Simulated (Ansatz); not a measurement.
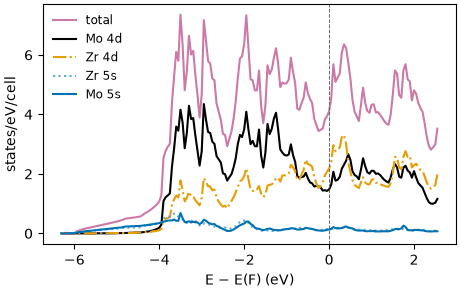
Total and projected density of states of ZrMo in space group Cmcm (No. 63; Zr on 4c, Mo on 4c), DFT-PBE in the program Ansatz with PAW potentials

### Question
Which orbitals carry the states next to the Fermi level?

### Answer
Within 0.5 eV of the Fermi level: Zr 4d 50 %, Mo 4d 39 %. Projections are on Löwdin-orthogonalised atomic valence shells; empty p or d shells of many metals are not among them.

### Question
Where is the tallest occupied peak in this window, and what makes it?

### Answer
Near -3.5 eV, about 7.3 states/eV per cell; the largest projected share is Mo 4d.

The start of the workflow was typed in or built on a structure type; neither database checked (COD, Materials Project) lists it. Whether it is the stable phase at ambient conditions was not checked. Symmetry was held in the PBE relaxation; whether a distortion lowers the energy is not shown. No spin polarisation was allowed. Its formation energy is positive at this level, so the cell may be metastable or incomplete. Scalar-relativistic: spin–orbit coupling is off unless named, which matters more the heavier the elements.

Potentials: the later of the program's two PAW sets.
